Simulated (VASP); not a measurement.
Given:

```xyz
8
Lattice="0.0000 2.7950 2.7950 2.7950 0.0000 2.7950 11.3124 11.3124 -0.1325" Properties=species:S:1:pos:R:3 pbc="T T T"
Zn     2.8786     2.8786     5.5063
Zn     2.7548     2.7548     0.0402
S      1.4144     1.4144     1.3806
S      4.0862     4.0862     1.5038
S      7.0878     7.0878     1.2971
S     10.0660    10.0660     1.1139
Hg     5.5385     5.5385     0.0515
Hg    11.3240    11.3240     5.4458
```

These are PBEsol GGA, VASP's PBE PAW potentials (set 64) (plane waves; VASP) values and carry that method's errors. Numerical set-up: 400 eV cut-off, 8×8×2 Γ-centred mesh, tetrahedra with Blöchl corrections, potentials Zn S Hg.

Unless said otherwise, spin-orbit coupling is left out, though it shifts the bands of the heavy elements here.

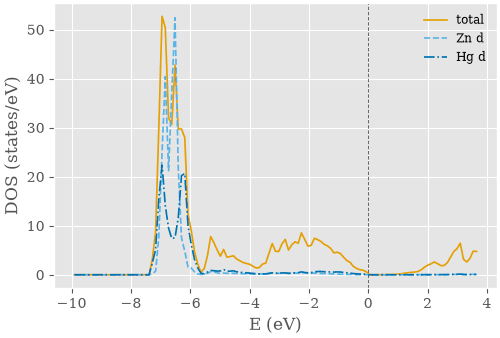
Figure: Total and projected density of states, zero at the valence-band maximum

Within 2 eV below the valence-band maximum the largest weight inside VASP's projection spheres is S p, then Hg d.

The gap is direct, 0.20 eV, from the valence maximum at Γ to the conduction minimum at Γ.

The structure was generated: Hg2Zn2S4 was put into an ordered model structure (R3m), which need not be its known phase. It was relaxed first.
